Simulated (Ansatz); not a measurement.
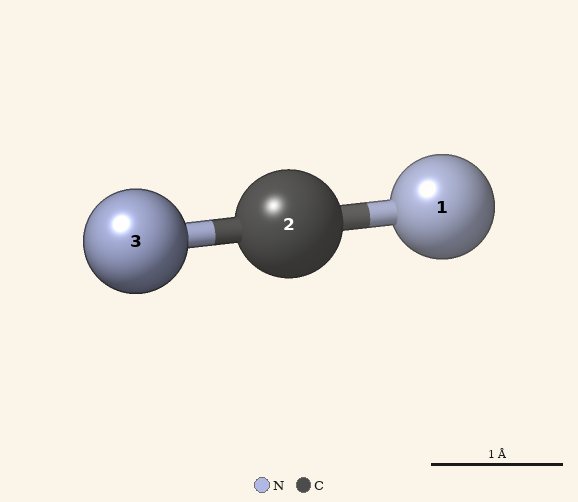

(Drawn from a calculation with Ansatz.)

Orthographic view. Depth is shown by fading: the farther an atom, the more it takes the colour of the background. State: neutral, triplet. Geometry: a fixed input geometry, not necessarily a minimum.

Give the geometry as a Z-matrix, atoms in numerical order, with these reference atoms: 2 to 1; 3 to 2, 1.

```
N  
C    1   1.232
N    2   1.228   1   179.8
```

The spin state was imposed, and no run here compares it with a lower spin, which may lie lower.
